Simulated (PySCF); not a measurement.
Vertical excitations of a molecule CH₇F₂NSi₂ from PySCF with TDDFT-PBE0/def2-SVPD, as energy in eV (oscillator strength): 6.98 (0.016), 7.55 (0.026), 7.83 (0.036), 7.94 (0.055), 8.27 (0.015), 8.44 (0.014), 8.50 (0.011), 8.81 (0.035), 8.87 (0.020), 8.94 (0.058). Lowest triplet (TDA): 6.62 eV. The structure is a stationary point at B3LYP-D3(BJ)/def2-SVP. One conformer was computed; it need not be the lowest.

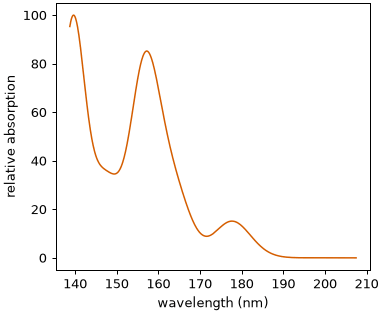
Fig. 1. The lines broadened by 0.4 eV.

Pick the molecule that these values belong to.
A. C[SiH2]N[SiH](F)F
B. N[Si@H](F)[C@H](F)[SiH3]
C. C[Si@@H](F)[Si@H](N)F
D. N[Si](F)(F)C[SiH3]

A, C[SiH2]N[SiH](F)F
